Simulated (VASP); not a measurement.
Given:

```yaml
crystal:
  lattice:
    - [0.00000, 2.15213, 2.15213]
    - [2.15213, 0.00000, 2.15213]
    - [2.15213, 2.15213, 0.00000]
  atoms:
    - { symbol: Ti, position: [0.00000, 0.00000, 0.00000] }
    - { symbol: C, position: [0.50000, 0.50000, 0.50000] }
```

Computed with PBE GGA with D3 dispersion (zero damping), VASP's PBE PAW potentials (set 64) (plane waves; VASP 6.6.1). Settings: 520 eV cut-off, 16×16×16 Γ-centred mesh, tetrahedra with Blöchl corrections, potentials Ti_sv C.

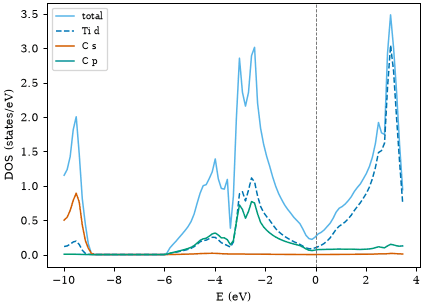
*Total and projected density of states, zero at the Fermi level*

Within 2 eV below the Fermi level the largest weight inside VASP's projection spheres is Ti d, then C p.

It has no gap at this level: it comes out as a metal or semimetal.

The compound is TiC in the rock salt structure. It was relaxed first.
